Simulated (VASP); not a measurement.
Energy against volume of CoGa (CsCl type). All values below come from revTPSS meta-GGA, VASP's PBE PAW potentials (set 64) (plane waves; VASP 6.6.1).

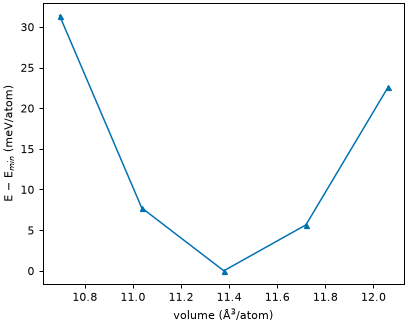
Figure: Energy against volume

### Question
Estimate the equilibrium volume and the bulk modulus.

### Answer
The minimum lies near 11.4 Å³/atom, and the curvature gives B0 of about 210 GPa.

The compound is CoGa in the CsCl type structure. It was relaxed first. The run is not spin-polarised, so no magnetic state was tried.
